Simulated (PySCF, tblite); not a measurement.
# C₂H₈N₂: changes of charge, part 2 of 2

tblite 0.8.0 and PySCF 2.14.0. Atoms count from 0. Earlier steps stand in the parts before.

## 10. Optimising the geometry at PBE0-D3(BJ)/def2-SVP

This step treats C₂H₈N₂+ (doublet), labelled `CN[NH+]C` (the label fixes atoms and charge, not where charge and spin sit).

What the job is given:

```
{"job": {"xc": "PBE0", "basis": "def2-SVP", "d3": "d3bj", "grid": 1, "kind": "geom"}, "charge": 1, "multiplicity": 2}
C      1.758914    -0.376238     0.463254
N      0.616375     0.146531    -0.206239
N     -0.622580    -0.148822     0.187713
C     -1.767862     0.376993    -0.474110
H      2.049458    -1.359040     0.071873
H      2.598855     0.301971     0.312604
H      1.563495    -0.472949     1.530948
H      0.713442     0.443920    -1.173111
H     -0.716695    -0.451897     1.152871
H     -2.604543    -0.308145    -0.334840
H     -2.064243     1.351178    -0.066124
H     -1.572053     0.492065    -1.539637
```

Output:

```text
step   0  E = -189.87027466  max force = 0.025741
step   1  E = -189.87143346  max force = 0.004758
step   2  E = -189.87204730  max force = 0.001829
step   3  E = -189.87207625  max force = 0.000996
step   4  E = -189.87207894  max force = 0.000201
optimisation converged
```

Wall time 19 s (1 thread of Arm Neoverse V1, shared host).

The steps of the relaxation:

| step | energy from step 0 (eV) | largest force component (eV/Å) |
| --- | --- | --- |
| 0 | 0.0000 | 1.3237 |
| 1 | -0.0315 | 0.2447 |
| 2 | -0.0482 | 0.0941 |
| 3 | -0.0490 | 0.0512 |
| 4 | -0.0491 | 0.0103 |

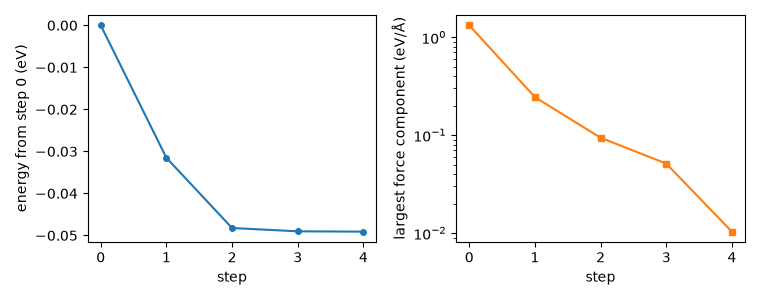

Energy and largest force along the relaxation.

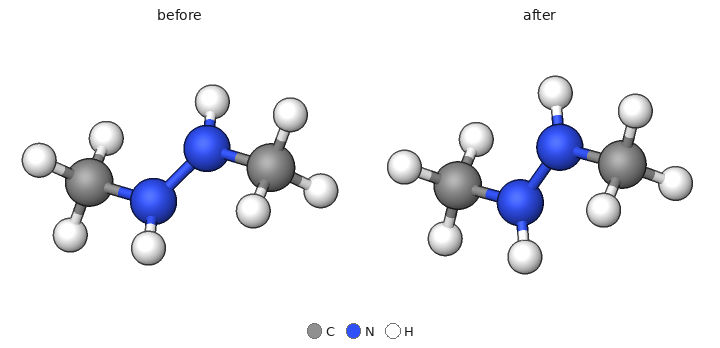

Before and after, at one scale.

Distances of close pairs at the start and the end, largest changes first:

```
  bond  before (Å)  after (Å)  change (Å)
 N1–N2       1.333      1.311      -0.022
 N2–C3       1.423      1.444      +0.020
 C0–N1       1.424      1.444      +0.020
C3–H11       1.089      1.100      +0.010
 C0–H6       1.090      1.100      +0.010
 C0–H5       1.090      1.097      +0.007
 C3–H9       1.090      1.097      +0.007
C3–H10       1.097      1.103      +0.006
```

The next job starts from the end point, and lists it.

```csv
at the end point,value
point group (found at 0.08 Å tolerance),Ci
"rotational constants (GHz, main isotopes)","33.491, 4.028, 3.777"
⟨S²⟩,0.754
```

## 11. Harmonic vibrations (C2H8N2+ (doublet), CN[NH+]C): PBE0-D3(BJ)/def2-SVP

What the job is given:

```
{"job": {"xc": "PBE0", "basis": "def2-SVP", "d3": "d3bj", "grid": 2, "kind": "hessian"}, "charge": 1, "multiplicity": 2}
C      1.752313    -0.177402     0.625304
N      0.583879     0.277544    -0.090286
N     -0.591571    -0.278705     0.077123
C     -1.760422     0.176839    -0.637434
H      2.129177    -1.126586     0.208776
H      2.530213     0.590427     0.533723
H      1.510484    -0.306995     1.690272
H      0.683777     0.843476    -0.933148
H     -0.691407    -0.844754     0.919943
H     -2.535109    -0.595207    -0.554092
H     -2.142470     1.120994    -0.214233
H     -1.516541     0.316204    -1.700657
```

Output:

```text
coarse grid: 9256 points
cycle   1  E = -189.8249911504  dE =  6.116e-01  |g| = 2.261e-01  |ddm| = 2.317e+00
cycle   2  E = -189.8253257180  dE = -3.346e-04  |g| = 2.478e-01  |ddm| = 5.194e-01
cycle   3  E = -189.8530060204  dE = -2.768e-02  |g| = 2.221e-02  |ddm| = 2.046e-01
cycle   4  E = -189.8532689827  dE = -2.630e-04  |g| = 4.302e-03  |ddm| = 2.641e-02
cycle   5  E = -189.8532854520  dE = -1.647e-05  |g| = 1.091e-03  |ddm| = 7.716e-03
cycle   6  E = -189.8532868030  dE = -1.351e-06  |g| = 2.801e-04  |ddm| = 2.067e-03
final grid: 87376 points
cycle   7  E = -189.8721228178  dE = -1.969e-05  |g| = 4.499e-03  |ddm| = 1.187e-02
cycle   8  E = -189.8721235494  dE = -7.316e-07  |g| = 4.392e-03  |ddm| = 7.698e-03
cycle   9  E = -189.8721333575  dE = -9.808e-06  |g| = 1.667e-04  |ddm| = 3.813e-03
cycle  10  E = -189.8721333682  dE = -1.073e-08  |g| = 9.796e-05  |ddm| = 2.115e-04
cycle  11  E = -189.8721333728  dE = -4.588e-09  |g| = 2.434e-05  |ddm| = 8.475e-05
cycle  12  E = -189.8721333732  dE = -3.692e-10  |g| = 1.645e-05  |ddm| = 3.537e-05
cycle  13  E = -189.8721333733  dE = -1.193e-10  |g| = 5.280e-06  |ddm| = 1.539e-05
cycle  14  E = -189.8721333733  dE = -1.592e-11  |g| = 4.397e-07  |ddm| = 6.468e-06
converged SCF energy = -189.8721333733

mode    cm-1
  1     101.4
  2     145.4
  3     149.3
  4     299.2
  5     391.0
  6     522.1
  7     580.7
  8     953.8
  9    1091.9
 10    1107.3
 11    1109.6
 12    1120.3
 13    1230.8
 14    1412.5
 15    1421.5
 16    1440.3
 17    1444.9
 18    1446.9
 19    1451.1
 20    1484.3
 21    1491.6
 22    1656.5
 23    3058.3
 24    3059.1
 25    3164.6
 26    3165.3
 27    3210.9
 28    3211.3
 29    3585.4
 30    3589.5
ZPE 287.684  H(298)-E 306.405  G(298)-E 211.519 kJ/mol  S 318.25 J/(mol K)
```

Wall time 3.5 min (1 thread of Arm Neoverse V1, shared host); peak memory 1.6 GiB.

Zero-point energy 287.68 kJ/mol (xTB gave 272.99).

## 12. Single point (C2H8N2): wB97X-D3(BJ)/ma-def2-TZVP

Geometry: PBE0-D3(BJ)/def2-SVP, that of another charge or spin state.

The job, as its differences from that of step 11:

```diff
@@ -1,2 +1,2 @@
-{"job": {"xc": "PBE0", "basis": "def2-SVP", "d3": "d3bj", "grid": 2, "kind": "hessian"}, "charge": 1, "multiplicity": 2}
+{"job": {"kind": "sp", "xc": "wB97X", "basis": "ma-def2-TZVP", "d3": "d3bj", "grid": 2}, "charge": 0, "multiplicity": 1}
 C      1.752313    -0.177402     0.625304
```

Output:

```text
coarse grid: 9256 points
cycle   1  E = -190.5911955790  dE =  5.463e-01  |g| = 2.551e-01  |ddm| = 2.408e+00
cycle   2  E = -190.6034099329  dE = -1.221e-02  |g| = 1.639e-01  |ddm| = 4.988e-01
cycle   3  E = -190.6081965151  dE = -4.787e-03  |g| = 5.130e-02  |ddm| = 1.675e-01
cycle   4  E = -190.6088100238  dE = -6.135e-04  |g| = 6.410e-03  |ddm| = 8.526e-02
cycle   5  E = -190.6088358319  dE = -2.581e-05  |g| = 2.069e-03  |ddm| = 3.298e-02
cycle   6  E = -190.6088398938  dE = -4.062e-06  |g| = 9.001e-04  |ddm| = 1.345e-02
final grid: 87376 points
cycle   7  E = -190.5943806591  dE = -3.598e-05  |g| = 2.841e-03  |ddm| = 3.067e-02
cycle   8  E = -190.5943821025  dE = -1.443e-06  |g| = 1.779e-03  |ddm| = 4.590e-03
cycle   9  E = -190.5943828304  dE = -7.279e-07  |g| = 2.114e-04  |ddm| = 1.539e-03
cycle  10  E = -190.5943828760  dE = -4.560e-08  |g| = 1.209e-04  |ddm| = 1.156e-03
cycle  11  E = -190.5943828859  dE = -9.854e-09  |g| = 5.656e-05  |ddm| = 4.301e-04
converged SCF energy = -190.5943828859
```

Wall time 6.3 s (1 thread of Arm Neoverse V1, shared host); peak memory 0.63 GiB.

## 13. Single point (C2H8N2+ (doublet), CN[NH+]C): wB97X-D3(BJ)/ma-def2-TZVP

Geometry: PBE0-D3(BJ)/def2-SVP.

The job, as its differences from that of step 12:

```diff
@@ -1,2 +1,2 @@
-{"job": {"kind": "sp", "xc": "wB97X", "basis": "ma-def2-TZVP", "d3": "d3bj", "grid": 2}, "charge": 0, "multiplicity": 1}
+{"job": {"kind": "sp", "xc": "wB97X", "basis": "ma-def2-TZVP", "d3": "d3bj", "grid": 2}, "charge": 1, "multiplicity": 2}
 C      1.752313    -0.177402     0.625304
```

Output:

```text
final grid: 87376 points
cycle   1  E = -190.3429377759  dE = -2.775e-02  |g| = 3.000e-01  |ddm| = 6.261e-01
cycle   2  E = -190.3534392822  dE = -1.050e-02  |g| = 2.530e-01  |ddm| = 2.860e-01
cycle   3  E = -190.3790734544  dE = -2.563e-02  |g| = 1.103e-02  |ddm| = 1.559e-01
cycle   4  E = -190.3791805229  dE = -1.071e-04  |g| = 5.269e-03  |ddm| = 1.993e-02
cycle   5  E = -190.3792106439  dE = -3.012e-05  |g| = 1.120e-03  |ddm| = 1.165e-02
cycle   6  E = -190.3792129447  dE = -2.301e-06  |g| = 2.364e-04  |ddm| = 3.494e-03
cycle   7  E = -190.3792130114  dE = -6.670e-08  |g| = 6.688e-05  |ddm| = 5.915e-04
cycle   8  E = -190.3792130172  dE = -5.810e-09  |g| = 1.685e-05  |ddm| = 2.136e-04
converged SCF energy = -190.3792130172
```

It took 10 s on 1 thread of Arm Neoverse V1, shared host; peak memory 0.72 GiB.

## 14. Single point (C2H8N2): wB97X-D3(BJ)/ma-def2-TZVP in N,N-dimethylformamide

Geometry: PBE0-D3(BJ)/def2-SVP.

What the job is given:

```
{"job": {"kind": "sp", "xc": "wB97X", "basis": "ma-def2-TZVP", "d3": "d3bj", "grid": 2, "solvent": "N,N-dimethylformamide"}, "charge": 0, "multiplicity": 1}
C      1.375358    -0.524412     0.184741
N      0.782258     0.792114     0.225968
N     -0.598347     0.881727     0.391749
C     -1.432671    -0.000749    -0.390416
H      1.032509    -1.185477    -0.638533
H      2.466565    -0.414841     0.091372
H      1.181312    -1.051121     1.134299
H      1.054598     1.350083    -0.579071
H     -0.816289     0.821094     1.382897
H     -1.283407    -1.087357    -0.219003
H     -2.486965     0.228955    -0.173186
H     -1.272706     0.189435    -1.465077
```

Output:

```text
final grid: 87376 points
cycle   1  E = -190.6477602478  dE = -8.490e-04  |g| = 1.577e-02  |ddm| = 4.339e-01
cycle   2  E = -190.6478646601  dE = -1.044e-04  |g| = 1.102e-02  |ddm| = 1.577e-01
cycle   3  E = -190.6478950772  dE = -3.042e-05  |g| = 3.249e-03  |ddm| = 4.221e-02
cycle   4  E = -190.6479042343  dE = -9.157e-06  |g| = 9.531e-04  |ddm| = 5.194e-02
cycle   5  E = -190.6479051055  dE = -8.713e-07  |g| = 1.650e-04  |ddm| = 1.553e-02
cycle   6  E = -190.6479051436  dE = -3.810e-08  |g| = 3.148e-05  |ddm| = 1.151e-03
cycle   7  E = -190.6479051449  dE = -1.232e-09  |g| = 1.014e-05  |ddm| = 2.547e-04
converged SCF energy = -190.6479051449
```

Run time: 6.6 s. Hardware: 1 thread of Arm Neoverse V1, shared host; peak memory 0.73 GiB.

## 15. Single point (C₂H₈N₂+ (doublet), CN[NH+]C): wB97X-D3(BJ)/ma-def2-TZVP in N,N-dimethylformamide

Geometry: PBE0-D3(BJ)/def2-SVP.

What the job is given:

```
{"job": {"kind": "sp", "xc": "wB97X", "basis": "ma-def2-TZVP", "d3": "d3bj", "grid": 2, "solvent": "N,N-dimethylformamide"}, "charge": 1, "multiplicity": 2}
C      1.752313    -0.177402     0.625304
N      0.583879     0.277544    -0.090286
N     -0.591571    -0.278705     0.077123
C     -1.760422     0.176839    -0.637434
H      2.129177    -1.126586     0.208776
H      2.530213     0.590427     0.533723
H      1.510484    -0.306995     1.690272
H      0.683777     0.843476    -0.933148
H     -0.691407    -0.844754     0.919943
H     -2.535109    -0.595207    -0.554092
H     -2.142470     1.120994    -0.214233
H     -1.516541     0.316204    -1.700657
```

Output:

```text
final grid: 87376 points
cycle   1  E = -190.4773151200  dE = -9.659e-04  |g| = 9.436e-03  |ddm| = 1.286e-01
cycle   2  E = -190.4773853513  dE = -7.023e-05  |g| = 5.295e-03  |ddm| = 3.692e-02
cycle   3  E = -190.4773991718  dE = -1.382e-05  |g| = 1.755e-03  |ddm| = 7.802e-03
cycle   4  E = -190.4774019698  dE = -2.798e-06  |g| = 3.158e-04  |ddm| = 6.540e-03
cycle   5  E = -190.4774020721  dE = -1.024e-07  |g| = 1.105e-04  |ddm| = 8.975e-04
cycle   6  E = -190.4774020852  dE = -1.304e-08  |g| = 3.399e-05  |ddm| = 2.731e-04
cycle   7  E = -190.4774020878  dE = -2.664e-09  |g| = 8.028e-06  |ddm| = 1.814e-04
converged SCF energy = -190.4774020878
```

Wall time 10 s (1 thread of Arm Neoverse V1, shared host); peak memory 0.72 GiB.

## 16. Changes of charge: wB97X-D3(BJ)/ma-def2-TZVP

This step combines the energies above: geometries from PBE0-D3(BJ)/def2-SVP, zero-point and thermal terms from PBE0-D3(BJ)/def2-SVP.

What the job is given:

```
{"job": {"kind": "rx", "dirs": [1], "geom": {"xc": "PBE0", "basis": "def2-SVP", "d3": "d3bj", "grid": 1}, "hess": 1, "level": {"xc": "wB97X", "basis": "ma-def2-TZVP", "d3": "d3bj", "solvents": ["N,N-dimethylformamide"]}}, "charge": 0, "multiplicity": 1}
C      1.375358    -0.524412     0.184741
N      0.782258     0.792114     0.225968
N     -0.598347     0.881727     0.391749
C     -1.432671    -0.000749    -0.390416
H      1.032509    -1.185477    -0.638533
H      2.466565    -0.414841     0.091372
H      1.181312    -1.051121     1.134299
H      1.054598     1.350083    -0.579071
H     -0.816289     0.821094     1.382897
H     -1.283407    -1.087357    -0.219003
H     -2.486965     0.228955    -0.173186
H     -1.272706     0.189435    -1.465077
```

Output (the driver's rows laid out field by field):

```text
ionisation and electron attachment, wB97X-D3(BJ)/ma-def2-TZVP // PBE0-D3(BJ)/def2-SVP

row 1
  change                  oxidation
  charge                  1
  multiplicity            2
  vertical_ev             8.8659
  vertical_s2             0.755
  formula                 C2H8N2
  smiles                  CN[NH+]C
  kept                    yes
  pieces                  1
  point_group             Ci
  adiabatic_electronic_ev 7.091
  adiabatic_ev            7.0819
  free_energy_ev          7.0217
  s2                      0.754
  bonds_moved             1 2 1.393 1.311; 3 9 1.11 1.097; 0 4 1.11 1.103
  spin_on                 2 N 0.493; 1 N 0.493
  charge_moved            1 N 0.253; 2 N 0.253; 9 H 0.1; 4 H 0.085
  vertical_back_ev        5.8551
  relaxation_parent_ev    1.236
  relaxation_ion_ev       1.7748
  reorganisation_ev       3.0108
  solution                solvent N,N-dimethylformamide, absolute_potential_v 4.5702, solvation_parent_kj -21.27, solvation_ion_kj -257.8
```

Wall time 6.8 min (1 thread of Arm Neoverse V1, shared host); peak memory 0.72 GiB.

Energy taken up on oxidation, or given off on reduction (eV; adiabatic with zero-point energy):

```
                    change   product  vertical  adiabatic  free energy  reorganisation  ⟨S²⟩
oxidation (multiplicity 2)  CN[NH+]C      8.87       7.08         7.02            3.01  0.75
```

On oxidation to multiplicity 2 charge changes most on N1 (+0.25 e), N2 (+0.25 e), H9 (+0.10 e); the spin sits on N2 (0.49), N1 (0.49); the bond N1–N2 goes from 1.393 to 1.311 Å; the absolute potential is 4.57 V in N,N-dimethylformamide.

## 17. Results

What follows sums up all 2 parts.

```
                                     quantity                                value
    strongest single infrared mode (GFN2-xTB)                 813 cm⁻¹, 166 km/mol
                 zero-point energy (GFN2-xTB)                        66.8 kcal/mol
                                  point group                                   C2
         rotational constants (main isotopes)                15.32, 5.55, 4.61 GHz
ionisation energy (wB97X-D3(BJ)/ma-def2-TZVP)  vertical 8.87 eV, adiabatic 7.08 eV
```

**Reading.** No mode is imaginary among the 30: a minimum at this level. The strongest single mode, at 813 cm⁻¹, is spread over several atoms, H7, H8, N1, N2 among them. GFN2-xTB is a fitted tight-binding method: band positions and strengths are rough. Its intensities can rank the bands wrongly. Relaxing lowered the energy by 0.060 eV in 3 steps; the close pair that moved most is N1–N2, from 1.410 to 1.393 Å (PBE0/def2-SVP). At wB97X-D3(BJ)/ma-def2-TZVP, relaxation with the zero-point term after oxidation moves the energy taken up from 8.87 eV (vertical) to 7.08 eV (adiabatic, with zero-point energy).
